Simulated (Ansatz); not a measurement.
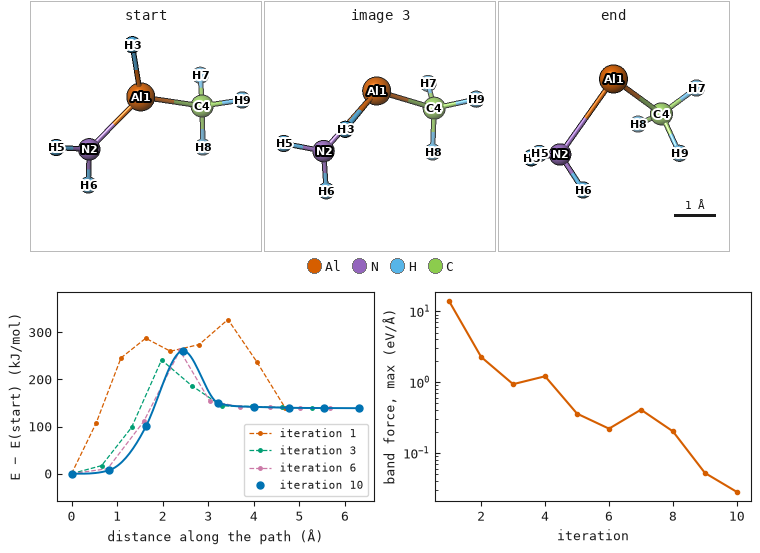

NEB run on CH$_{6}$AlN. Images are numbered from 0 (start) to 8 (end). The plot follows the band through its iterations. The picture is a ball-and-stick view, seen at a tilt.

Computed with UKS PBE/def2-SVPD in Ansatz 0.2.0. Set-up: 7 movable images; climbing image; force threshold 0.05 eV/Å; iteration limit 60; starting path through a guess of the saddle point.

Judge this run.

The run is converged, with reservations. The band converged in 10 iterations. The largest component of the band force went from 14 to 0.028 eV/Å. The climbing image converged on the top of the path. Its vibrational analysis gives 2 imaginary modes over 30i cm⁻¹, so it isn't confirmed as a transition state. The first iteration put the highest image at 327.2 kJ/mol. Forward barrier 260.9 kJ/mol, backward barrier 121.9 kJ/mol, with image 3 at the top; the reaction energy is +139.0 kJ/mol.

Cost: 2.9 min on 4 threads of Arm Neoverse N1, with other jobs on the host, peak memory 0.17 GiB.
